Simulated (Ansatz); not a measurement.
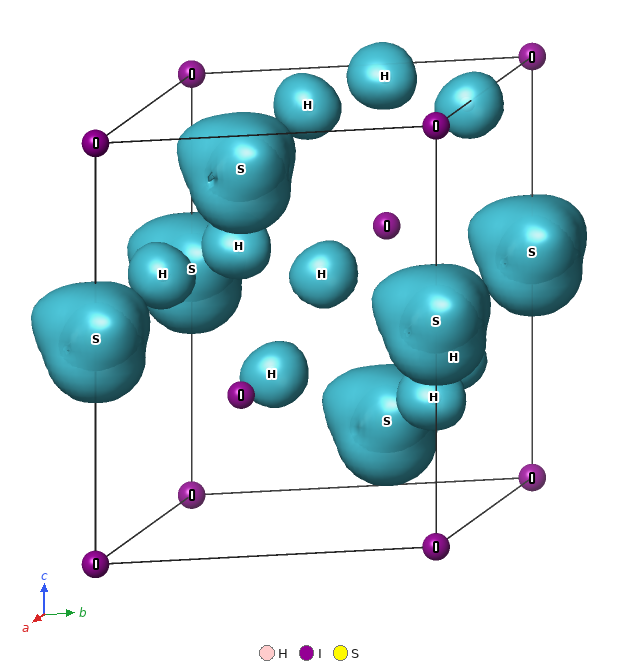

The picture shows: H3SI. Isosurface of the ELF at 0.8 (cyan), seen slightly off an axis. Only the valence region is drawn (cores and ρ < 0.01 e/Å³ removed).

Space group R3; built by placing these elements on a known structure type; not relaxed (largest force 1.2 eV/Å); computed pressure about −12 GPa in this cell.

Method: DFT, PAW plane waves, HSE06 (Ansatz 0.2.0).

```
CELL_PARAMETERS angstrom
4.27097 -4.27097 0.00000
0.00000 4.27097 -4.27097
4.27097 4.27097 4.27097
ATOMIC_POSITIONS crystal
H 0.20500 0.29400 0.31000
H 0.87167 0.62733 0.64333
H 0.53833 0.96067 0.97667
H 0.70600 0.91100 0.31000
H 0.37267 0.24433 0.64333
H 0.03933 0.57767 0.97667
H 0.08900 0.79500 0.31000
H 0.75567 0.12833 0.64333
H 0.42233 0.46167 0.97667
I 0.00000 0.00000 0.00000
I 0.66667 0.33333 0.33333
I 0.33333 0.66667 0.66667
S 0.33333 0.66667 0.20267
S 0.00000 0.00000 0.53600
S 0.66667 0.33333 0.86933
```

Q: Describe the localisation domains.

A: At this value the surface marks out nine regions around hydrogen nuclei and three regions wrapped around S (the valence shell of each), counted in one cell of 15 atoms. Any copies at cell faces, edges or corners count once. Profiles from the grid: S–H (2.13 Å): the ELF climbs to about 1 towards the hydrogen, as it does in any bond to H. I–H (2.68 Å): the ELF climbs to about 1 towards the hydrogen.

Q: How much charge does the calculation move between the atoms?

A: Electrons move from H towards I and S. Bader charges: H +0.19, I −0.19 and S −0.39 e.
